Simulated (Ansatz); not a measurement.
# How methods differ on AlSiH5 (AlH2(SiH3))

AlSiH5: 7 atoms, total charge 0, spin state singlet. SMILES: `[H][Al]([H])[SiH3]`. Geometry: a GFN2-xTB relaxation, a rough one for these elements and not checked as a minimum.

Each level gives the vertical ionisation energy (to the doublet cation) (eV). The values are calculated.

| level | kind | program | value (eV) | less CCSD(T)/STO-3G | CPU time (all runs) |
| --- | --- | --- | --- | --- | --- |
| HF/STO-3G | Hartree–Fock | Ansatz | 7.35 | +0.16 | 0.44 s |
| SVWN5/STO-3G | LDA | Ansatz | 7.72 | +0.53 | 3.3 s |
| BLYP/STO-3G | GGA | Ansatz | 7.74 | +0.55 | 4.9 s |
| r2SCAN/STO-3G | meta-GGA | Ansatz | 7.97 | +0.78 | 12 s |
| B3LYP/STO-3G | global hybrid | Ansatz | 8.05 | +0.86 | 5.3 s |
| BHLYP/STO-3G | global hybrid | Ansatz | 8.06 | +0.87 | 5.2 s |
| PBE0/STO-3G | global hybrid | Ansatz | 7.99 | +0.80 | 4.8 s |
| wB97X/STO-3G | range-separated hybrid | Ansatz | 8.12 | +0.93 | 23 s |
| MP2/STO-3G | perturbation theory | Ansatz | 7.34 | +0.15 | 0.45 s |
| CCSD(T)/STO-3G | coupled cluster or CI | Ansatz | 7.19 | 0.00 | 0.61 s |

Differences are taken from CCSD(T)/STO-3G for orientation; it has basis-set and higher-order errors of its own. The values span 7.19 to 8.12 eV. All rows use very small basis sets, so even the best lies far from the true value. Times are those of the runs behind each value, whatever else they computed, on shared processors of several kinds: orders of magnitude only.

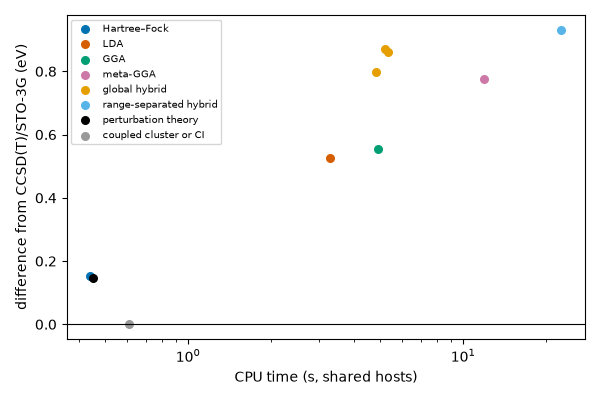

Difference from CCSD(T)/STO-3G against processor time, one point a level.
